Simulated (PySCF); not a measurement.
**Si$_{2}$PH$_{9}$: geometry relaxation (part 2 of 2)**

Si$_{2}$PH$_{9}$; RKS PBE0-D4/def2-TZVP, density fitting (PySCF 2.14.0). The geometry is a transition state displaced along its imaginary mode. The reaction was set up to form Si1–P7 and H2–H6 and to break Si1–H2 and H6–P7 (atoms counted from 1 in the order of the input); sticks are drawn by distance alone.

Geometry of the input (Å):
```
Si -0.3335  -0.3692  -0.8998
H  1.2422  -0.0509  -0.4356
H  0.1583  -0.9213  -2.1823
H  -1.8100  -0.1399  -1.2666
Si -0.1771  -1.5788  1.0597
H  1.1412  1.4328  0.5684
P  0.0549  1.7529  -0.2010
H  0.2957  -0.6146  2.1041
H  -1.4325  -2.2166  1.5470
H  0.8519  -2.6286  0.8516
H  -0.7574  2.9811  0.1114
H  0.7662  2.3532  -1.2569
```

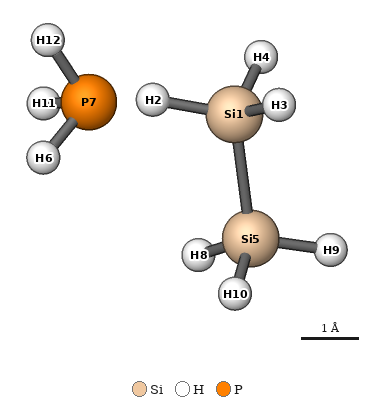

**Figure 1.** The geometry at step 23 of the log (ball-and-stick view, seen at a tilt; atoms are numbered from 1 in the order of the input).

### Trajectory as extended XYZ, continued
```
12
Properties=species:S:1:pos:R:3:forces:R:3 step=13 energy=-25180.36300
Si   -0.0734   -0.9002   -1.2968    0.2855  -0.0403   0.2886
H     1.0107    0.1075   -1.4235    0.0633   0.0263   0.0060
H     0.1666   -1.9615   -2.2861    0.0907  -0.2659  -0.2116
H    -1.3453   -0.2682   -1.6187   -0.4866   0.2585  -0.1101
Si   -0.0971   -1.8234    0.8538    0.0153   0.0226  -0.0615
H     0.9322    2.0404    1.0455   -0.2268   0.0083  -0.1167
P    -0.2908    2.3654    0.3752    0.3457   0.1948   0.2158
H     0.1038   -0.7849    1.8919   -0.0004   0.0646   0.0548
H    -1.3793   -2.5215    1.1215   -0.0577  -0.0217  -0.0156
H     1.0028   -2.8120    0.9623    0.0784  -0.0672   0.0291
H    -0.4279    3.5948    1.0990    0.0057  -0.1898  -0.2015
H     0.3970    2.9597   -0.7235   -0.1130   0.0096   0.1227
12
Properties=species:S:1:pos:R:3:forces:R:3 step=14 energy=-25180.37469
Si   -0.0852   -0.8988   -1.3076   -0.1667  -0.2969  -0.0818
H     1.0304    0.0642   -1.4628    0.0834   0.0810  -0.0211
H     0.1312   -2.0274   -2.2786   -0.0381   0.2033   0.1495
H    -1.3731   -0.2260   -1.6322    0.0756  -0.0279  -0.0194
Si   -0.1138   -1.7856    0.8640   -0.0340   0.0887  -0.1744
H     0.9480    1.9855    1.0550   -0.0548   0.0723  -0.0226
P    -0.2454    2.3547    0.3752    0.0112  -0.2888  -0.0221
H     0.0899   -0.7363    1.8895    0.0102   0.0583   0.0693
H    -1.3963   -2.4778    1.1314   -0.1069  -0.0264   0.0059
H     0.9714   -2.7832    0.9750    0.1598  -0.1082   0.0540
H    -0.4044    3.5599    1.0879    0.0106   0.1858   0.1249
H     0.4462    2.9659   -0.6960    0.0496   0.0587  -0.0621
12
Properties=species:S:1:pos:R:3:forces:R:3 step=15 energy=-25180.37125
Si   -0.0744   -0.9198   -1.3171    0.0505   0.2947   0.0105
H     1.0382    0.0765   -1.4844   -0.1896  -0.1370   0.0358
H     0.1514   -2.0087   -2.2945    0.0339  -0.1424  -0.0721
H    -1.3776   -0.2710   -1.6445    0.1184  -0.0310   0.0401
Si   -0.0904   -1.7913    0.8563    0.1343  -0.0351   0.2411
H     0.9023    1.9957    1.0754    0.2171  -0.0366   0.0757
P    -0.2662    2.3508    0.3741   -0.2228   0.0442  -0.0747
H     0.0311   -0.7071    1.8931   -0.0352  -0.2293  -0.2276
H    -1.3745   -2.5250    1.0786    0.1375   0.0436   0.0071
H     1.0584   -2.7504    1.0423   -0.2645   0.2088  -0.0481
H    -0.4350    3.5566    1.1018   -0.0244   0.0208   0.0207
H     0.4354    2.9878   -0.6800    0.0447  -0.0008  -0.0085
12
Properties=species:S:1:pos:R:3:forces:R:3 step=16 energy=-25180.38265
Si   -0.0764   -0.9061   -1.3153   -0.0445   0.0534  -0.0427
H     1.0246    0.0846   -1.4605    0.0261  -0.0057   0.0079
H     0.1602   -2.0064   -2.2866    0.0030  -0.0251  -0.0497
H    -1.3605   -0.2361   -1.6530    0.0186  -0.0405   0.0155
Si   -0.1017   -1.8148    0.8360   -0.0373  -0.0607   0.0319
H     0.9402    2.0235    1.0731   -0.0600   0.0110  -0.0386
P    -0.2692    2.3662    0.4068    0.1282   0.0571   0.0373
H     0.0644   -0.7720    1.8776   -0.0142   0.0502   0.0397
H    -1.3875   -2.5297    1.0730    0.0416   0.0124  -0.0051
H     1.0147   -2.7898    0.9772   -0.0067  -0.0011  -0.0108
H    -0.4216    3.5738    1.1430   -0.0071  -0.0380  -0.0446
H     0.4114    3.0001   -0.6695   -0.0477  -0.0132   0.0593
12
Properties=species:S:1:pos:R:3:forces:R:3 step=17 energy=-25180.38243
Si   -0.0784   -0.9185   -1.3384    0.0161  -0.1710   0.0727
H     1.0279    0.0613   -1.4951    0.0316   0.0366  -0.0082
H     0.1486   -2.0322   -2.3078   -0.0080   0.0541   0.0609
H    -1.3643   -0.2629   -1.6664   -0.0689   0.0491  -0.0355
Si   -0.1033   -1.7835    0.8466    0.0787   0.0730  -0.0954
H     0.9365    1.9853    1.0774   -0.0124   0.0396  -0.0071
P    -0.2620    2.3509    0.4094    0.0150   0.0540   0.0182
H     0.0528   -0.7109    1.8668    0.0024  -0.0305  -0.0318
H    -1.3748   -2.5005    1.1049   -0.0851  -0.0411   0.0040
H     1.0150   -2.7536    0.9959    0.0191   0.0075   0.0270
H    -0.4235    3.5508    1.1562    0.0117  -0.0607  -0.0088
H     0.4235    3.0053   -0.6473   -0.0001  -0.0106   0.0039
12
Properties=species:S:1:pos:R:3:forces:R:3 step=18 energy=-25180.38487
Si   -0.0734   -0.9173   -1.3266   -0.0400  -0.0177   0.0012
H     1.0320    0.0670   -1.4800    0.0089   0.0134   0.0027
H     0.1578   -2.0234   -2.2961    0.0022  -0.0059  -0.0069
H    -1.3628   -0.2585   -1.6597    0.0140  -0.0008  -0.0014
Si   -0.0996   -1.8033    0.8397   -0.0186   0.0258   0.0250
H     0.9494    2.0267    1.0686   -0.0120   0.0115  -0.0079
P    -0.2657    2.3655    0.4169    0.0383  -0.0980  -0.0179
H     0.0346   -0.7395    1.8744   -0.0089  -0.0497  -0.0445
H    -1.3718   -2.5413    1.0732    0.0235   0.0120  -0.0018
H     1.0311   -2.7595    0.9900    0.0056   0.0076   0.0190
H    -0.4292    3.5595    1.1596   -0.0114   0.0783   0.0372
H     0.3954    3.0142   -0.6572   -0.0017   0.0233  -0.0045
12
Properties=species:S:1:pos:R:3:forces:R:3 step=19 energy=-25180.38558
Si   -0.0739   -0.9191   -1.3364   -0.0178   0.0219  -0.0274
H     1.0305    0.0685   -1.4930   -0.0081  -0.0119   0.0126
H     0.1573   -2.0254   -2.3054   -0.0003  -0.0053  -0.0150
H    -1.3624   -0.2568   -1.6702    0.0200  -0.0171   0.0088
Si   -0.0972   -1.8082    0.8265    0.0426  -0.0529   0.0316
H     0.9524    2.0287    1.0780   -0.0150   0.0120  -0.0183
P    -0.2683    2.3667    0.4355    0.0521   0.0233   0.0057
H     0.0289   -0.7487    1.8608   -0.0181   0.0102   0.0014
H    -1.3644   -2.5555    1.0564    0.0230   0.0056  -0.0019
H     1.0462   -2.7534    0.9896   -0.0541   0.0378  -0.0141
H    -0.4344    3.5549    1.1970   -0.0039  -0.0165  -0.0212
H     0.3828    3.0364   -0.6352   -0.0203  -0.0071   0.0379
12
Properties=species:S:1:pos:R:3:forces:R:3 step=20 energy=-25180.38650
Si   -0.0721   -0.9254   -1.3414   -0.0164   0.0216  -0.0043
H     1.0310    0.0630   -1.4959   -0.0007  -0.0059   0.0077
H     0.1609   -2.0322   -2.3084    0.0023  -0.0115  -0.0203
H    -1.3601   -0.2643   -1.6772    0.0089  -0.0112   0.0060
Si   -0.0962   -1.8104    0.8239    0.0063  -0.0211   0.0211
H     0.9602    2.0409    1.0768   -0.0020   0.0034  -0.0077
P    -0.2678    2.3696    0.4451    0.0434   0.0284  -0.0068
H     0.0104   -0.7462    1.8570   -0.0100  -0.0056  -0.0092
H    -1.3562   -2.5711    1.0488    0.0209   0.0048  -0.0018
H     1.0541   -2.7432    0.9901   -0.0234   0.0197  -0.0006
H    -0.4377    3.5535    1.2116   -0.0096  -0.0125  -0.0114
H     0.3707    3.0513   -0.6254   -0.0197  -0.0104   0.0273
12
Properties=species:S:1:pos:R:3:forces:R:3 step=21 energy=-25180.38789
Si   -0.0737   -0.9416   -1.3503   -0.0054  -0.0256   0.0237
H     1.0347    0.0389   -1.5044    0.0044   0.0254  -0.0030
H     0.1580   -2.0511   -2.3160   -0.0043  -0.0039  -0.0035
H    -1.3616   -0.2819   -1.6851    0.0020   0.0084  -0.0025
Si   -0.0974   -1.8124    0.8222    0.0002  -0.0048   0.0133
H     1.0054    2.0778    1.0525   -0.0725   0.0230  -0.0215
P    -0.2562    2.3759    0.4657    0.1032  -0.0498  -0.0178
H    -0.0439   -0.7348    1.8478   -0.0002  -0.0340  -0.0293
H    -1.3339   -2.6133    1.0353    0.0120   0.0040   0.0008
H     1.0789   -2.7080    1.0093   -0.0192   0.0264   0.0061
H    -0.4409    3.5447    1.2472   -0.0010   0.0285   0.0194
H     0.3277    3.0855   -0.6169   -0.0193   0.0022   0.0142
12
Properties=species:S:1:pos:R:3:forces:R:3 step=22 energy=-25180.38881
Si   -0.0717   -0.9566   -1.3535    0.0003  -0.0125   0.0295
H     1.0367    0.0254   -1.5064   -0.0054   0.0102  -0.0012
H     0.1591   -2.0669   -2.3184    0.0025  -0.0053   0.0012
H    -1.3582   -0.2972   -1.6917   -0.0092   0.0165  -0.0047
Si   -0.1029   -1.8201    0.8223    0.0021  -0.0170  -0.0304
H     1.0233    2.1162    1.0429    0.0723  -0.0204   0.0314
P    -0.2424    2.3849    0.4690   -0.0455  -0.0317  -0.0518
H    -0.0865   -0.7397    1.8419    0.0019   0.0073   0.0050
H    -1.3200   -2.6502    1.0271   -0.0076  -0.0041  -0.0032
H     1.0913   -2.6851    1.0254    0.0067   0.0058   0.0118
H    -0.4439    3.5437    1.2588   -0.0269   0.0435   0.0468
H     0.3128    3.1209   -0.6081    0.0088   0.0076  -0.0342
12
Properties=species:S:1:pos:R:3:forces:R:3 step=23 energy=-25180.38971
Si   -0.0744   -0.9622   -1.3536   -0.0035   0.0040  -0.0093
H     1.0358    0.0182   -1.5087   -0.0092   0.0017   0.0047
H     0.1523   -2.0719   -2.3211   -0.0009   0.0038   0.0042
H    -1.3593   -0.2962   -1.6899    0.0032   0.0018   0.0027
Si   -0.1026   -1.8311    0.8175   -0.0286   0.0111   0.0248
H     1.0524    2.1439    1.0281    0.0125  -0.0027   0.0005
P    -0.2321    2.3900    0.4782    0.0186   0.0472  -0.0351
H    -0.1189   -0.7478    1.8381    0.0041  -0.0336  -0.0240
H    -1.3050   -2.6881    1.0125    0.0227   0.0127  -0.0073
H     1.1099   -2.6681    1.0283    0.0043   0.0023   0.0133
H    -0.4471    3.5387    1.2865   -0.0063  -0.0223  -0.0102
H     0.2869    3.1487   -0.6062   -0.0168  -0.0261   0.0357
12
Properties=species:S:1:pos:R:3:forces:R:3 step=24 energy=-25180.39026
Si   -0.0808   -0.9660   -1.3434    0.0037   0.0166  -0.0121
H     1.0328    0.0108   -1.4962   -0.0067   0.0036   0.0027
H     0.1436   -2.0733   -2.3137   -0.0052  -0.0016  -0.0010
H    -1.3628   -0.2926   -1.6776    0.0069  -0.0083   0.0050
Si   -0.1078   -1.8375    0.8259   -0.0042   0.0084   0.0088
H     1.0827    2.1693    0.9998   -0.0648   0.0109  -0.0231
P    -0.2167    2.3929    0.4657    0.0793  -0.0044   0.0177
H    -0.1365   -0.7558    1.8445   -0.0017   0.0010   0.0039
H    -1.3027   -2.7027    1.0163   -0.0031  -0.0106  -0.0017
H     1.1116   -2.6619    1.0459    0.0032  -0.0044   0.0019
H    -0.4413    3.5409    1.2718    0.0018  -0.0135  -0.0128
H     0.2763    3.1505   -0.6291   -0.0091   0.0022   0.0107
12
Properties=species:S:1:pos:R:3:forces:R:3 step=25 energy=-25180.39077
Si   -0.0852   -0.9675   -1.3362    0.0119  -0.0054  -0.0159
H     1.0311    0.0057   -1.4875   -0.0019   0.0113  -0.0004
H     0.1366   -2.0745   -2.3085   -0.0070   0.0065   0.0077
H    -1.3657   -0.2918   -1.6687   -0.0012  -0.0025   0.0019
Si   -0.1136   -1.8419    0.8318   -0.0036  -0.0197   0.0264
H     1.0998    2.1860    0.9845   -0.0223   0.0094  -0.0055
P    -0.2005    2.3951    0.4528    0.0127  -0.0200   0.0318
H    -0.1634   -0.7610    1.8518   -0.0090  -0.0110  -0.0064
H    -1.2987   -2.7267    1.0108    0.0300   0.0163  -0.0002
H     1.1180   -2.6486    1.0616   -0.0259   0.0100  -0.0075
H    -0.4398    3.5403    1.2586    0.0061  -0.0162  -0.0075
H     0.2798    3.1587   -0.6407    0.0100   0.0213  -0.0245
12
Properties=species:S:1:pos:R:3:forces:R:3 step=26 energy=-25180.39126
Si   -0.0872   -0.9687   -1.3277    0.0040  -0.0130  -0.0168
H     1.0312    0.0026   -1.4776   -0.0055   0.0065  -0.0014
H     0.1302   -2.0746   -2.3031   -0.0035   0.0119   0.0156
H    -1.3676   -0.2913   -1.6576    0.0021   0.0007  -0.0002
Si   -0.1201   -1.8466    0.8393   -0.0005   0.0009   0.0129
H     1.1190    2.2066    0.9672    0.0262   0.0044   0.0044
P    -0.1825    2.3947    0.4366   -0.0320   0.0001  -0.0020
H    -0.1853   -0.7689    1.8607   -0.0055   0.0030   0.0004
H    -1.2965   -2.7409    1.0134    0.0004  -0.0012  -0.0042
H     1.1145   -2.6439    1.0751    0.0030  -0.0033  -0.0035
H    -0.4393    3.5350    1.2435    0.0030  -0.0128  -0.0054
H     0.2817    3.1680   -0.6588    0.0084   0.0028   0.0002
12
Properties=species:S:1:pos:R:3:forces:R:3 step=27 energy=-25180.39150
Si   -0.0868   -0.9729   -1.3234    0.0028   0.0041   0.0016
H     1.0307    0.0004   -1.4699   -0.0067  -0.0035  -0.0032
H     0.1309   -2.0773   -2.2996    0.0011   0.0049   0.0113
H    -1.3662   -0.2943   -1.6545   -0.0019  -0.0005  -0.0018
Si   -0.1254   -1.8512    0.8444    0.0008  -0.0041   0.0115
H     1.1396    2.2317    0.9526   -0.0085   0.0035  -0.0061
P    -0.1705    2.3944    0.4302    0.0222   0.0206  -0.0234
H    -0.2131   -0.7740    1.8661   -0.0022  -0.0113  -0.0122
H    -1.2922   -2.7615    1.0082    0.0137   0.0095  -0.0044
H     1.1184   -2.6336    1.0879   -0.0119   0.0063  -0.0013
H    -0.4417    3.5305    1.2377   -0.0019  -0.0073   0.0036
H     0.2744    3.1782   -0.6681   -0.0075  -0.0225   0.0244
12
Properties=species:S:1:pos:R:3:forces:R:3 step=28 energy=-25180.39169
Si   -0.0891   -0.9709   -1.3176    0.0041   0.0104   0.0061
H     1.0288    0.0022   -1.4625   -0.0038  -0.0064  -0.0029
H     0.1295   -2.0747   -2.2938    0.0008   0.0009   0.0060
H    -1.3669   -0.2901   -1.6500   -0.0037  -0.0043  -0.0017
Si   -0.1312   -1.8530    0.8489   -0.0061   0.0155  -0.0021
H     1.1521    2.2405    0.9448   -0.0007  -0.0022   0.0017
P    -0.1582    2.3906    0.4204    0.0054   0.0083   0.0095
H    -0.2279   -0.7781    1.8719    0.0007  -0.0098  -0.0084
H    -1.2951   -2.7670    1.0056    0.0019  -0.0009  -0.0017
H     1.1134   -2.6314    1.0943    0.0028  -0.0012   0.0038
H    -0.4407    3.5255    1.2264   -0.0001  -0.0117  -0.0032
H     0.2832    3.1749   -0.6766   -0.0014   0.0013  -0.0073
12
Properties=species:S:1:pos:R:3:forces:R:3 step=29 energy=-25180.39183
Si   -0.0920   -0.9697   -1.3158    0.0113  -0.0045  -0.0011
H     1.0284   -0.0003   -1.4621   -0.0023   0.0015  -0.0026
H     0.1263   -2.0751   -2.2909   -0.0026   0.0031   0.0075
H    -1.3691   -0.2888   -1.6494   -0.0059   0.0002  -0.0026
Si   -0.1359   -1.8530    0.8496   -0.0030   0.0062  -0.0066
H     1.1675    2.2486    0.9393    0.0023   0.0028   0.0056
P    -0.1455    2.3872    0.4190   -0.0034   0.0141  -0.0033
H    -0.2442   -0.7802    1.8726   -0.0013  -0.0021   0.0013
H    -1.2942   -2.7752    0.9991    0.0007  -0.0010   0.0011
H     1.1127   -2.6235    1.1002    0.0006   0.0003   0.0017
H    -0.4405    3.5163    1.2291    0.0085  -0.0159  -0.0072
H     0.2843    3.1791   -0.6780   -0.0049  -0.0048   0.0063
12
Properties=species:S:1:pos:R:3:forces:R:3 step=30 energy=-25180.39197
Si   -0.0917   -0.9680   -1.3172    0.0046  -0.0082  -0.0025
H     1.0290    0.0004   -1.4645    0.0008   0.0044  -0.0013
H     0.1285   -2.0763   -2.2885   -0.0030   0.0037   0.0062
H    -1.3687   -0.2887   -1.6554   -0.0023   0.0003  -0.0020
Si   -0.1425   -1.8503    0.8483    0.0115  -0.0015  -0.0033
H     1.1801    2.2546    0.9410    0.0074   0.0010   0.0069
P    -0.1341    2.3810    0.4214   -0.0060  -0.0009  -0.0129
H    -0.2632   -0.7805    1.8728   -0.0009   0.0010   0.0015
H    -1.2959   -2.7794    0.9897   -0.0035  -0.0037   0.0011
H     1.1093   -2.6149    1.1056   -0.0086   0.0067  -0.0006
H    -0.4405    3.5039    1.2345    0.0051  -0.0009   0.0000
H     0.2871    3.1795   -0.6741   -0.0049  -0.0021   0.0069
12
Properties=species:S:1:pos:R:3:forces:R:3 step=31 energy=-25180.39205
Si   -0.0912   -0.9671   -1.3194    0.0032  -0.0016  -0.0021
H     1.0293    0.0017   -1.4682   -0.0022  -0.0002   0.0000
H     0.1304   -2.0782   -2.2872   -0.0014   0.0026   0.0041
H    -1.3682   -0.2895   -1.6621    0.0002   0.0000  -0.0005
Si   -0.1470   -1.8472    0.8468    0.0002  -0.0100  -0.0061
H     1.1903    2.2590    0.9438    0.0013   0.0002   0.0030
P    -0.1254    2.3752    0.4248   -0.0006   0.0005  -0.0079
H    -0.2779   -0.7796    1.8720   -0.0012   0.0028   0.0017
H    -1.2965   -2.7831    0.9813    0.0022   0.0034   0.0012
H     1.1064   -2.6066    1.1091   -0.0018   0.0045   0.0012
H    -0.4409    3.4930    1.2415    0.0038  -0.0012  -0.0006
H     0.2881    3.1806   -0.6684   -0.0037  -0.0014   0.0059
12
Properties=species:S:1:pos:R:3:forces:R:3 step=32 energy=-25180.39208
Si   -0.0913   -0.9674   -1.3218    0.0014   0.0004  -0.0019
H     1.0289    0.0015   -1.4716   -0.0017  -0.0012   0.0006
H     0.1312   -2.0804   -2.2867   -0.0001   0.0004  -0.0002
H    -1.3682   -0.2909   -1.6672    0.0009  -0.0003   0.0009
Si   -0.1494   -1.8453    0.8451    0.0113   0.0054   0.0076
H     1.1962    2.2606    0.9464    0.0006  -0.0001   0.0006
P    -0.1201    2.3711    0.4275   -0.0024   0.0033  -0.0027
H    -0.2881   -0.7766    1.8691    0.0014  -0.0065  -0.0064
H    -1.2955   -2.7847    0.9778   -0.0051  -0.0050   0.0007
H     1.1067   -2.5994    1.1125   -0.0085   0.0075  -0.0010
H    -0.4410    3.4854    1.2469    0.0025  -0.0035  -0.0003
H     0.2883    3.1817   -0.6635   -0.0004  -0.0007   0.0021
12
Properties=species:S:1:pos:R:3:forces:R:3 step=33 energy=-25180.39210
Si   -0.0916   -0.9676   -1.3232   -0.0006  -0.0015   0.0016
H     1.0285    0.0009   -1.4742   -0.0002   0.0000   0.0006
H     0.1307   -2.0819   -2.2867    0.0001   0.0001  -0.0004
H    -1.3685   -0.2916   -1.6695    0.0004   0.0006   0.0003
Si   -0.1508   -1.8434    0.8448    0.0062  -0.0014  -0.0029
H     1.1993    2.2602    0.9476    0.0016  -0.0008  -0.0007
P    -0.1172    2.3685    0.4288   -0.0042   0.0030   0.0005
H    -0.2917   -0.7747    1.8677   -0.0014   0.0005   0.0002
H    -1.2956   -2.7850    0.9764   -0.0017  -0.0012   0.0013
H     1.1060   -2.5950    1.1139   -0.0030   0.0031   0.0000
H    -0.4402    3.4807    1.2502    0.0010  -0.0034  -0.0001
H     0.2889    3.1820   -0.6607    0.0016   0.0008  -0.0004
```
